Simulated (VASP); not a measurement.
Band structure of GaN (space group F-43m). These are PBE GGA, VASP's PBE PAW potentials (set 64) (plane waves; VASP 6.6.1) values and carry that method's errors.

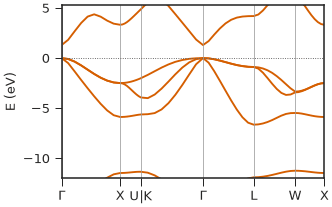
Figure. Bands along high-symmetry lines, zero at the valence-band maximum or, without a gap, the Fermi level

Read the plot: is there a gap, and where are the band edges?

The gap is direct, 1.30 eV, from the valence maximum at Γ to the conduction minimum at Γ.

The structure comes from a computed database's GaN entry; how it stands against other phases isn't given here. The cell was not relaxed at this level.
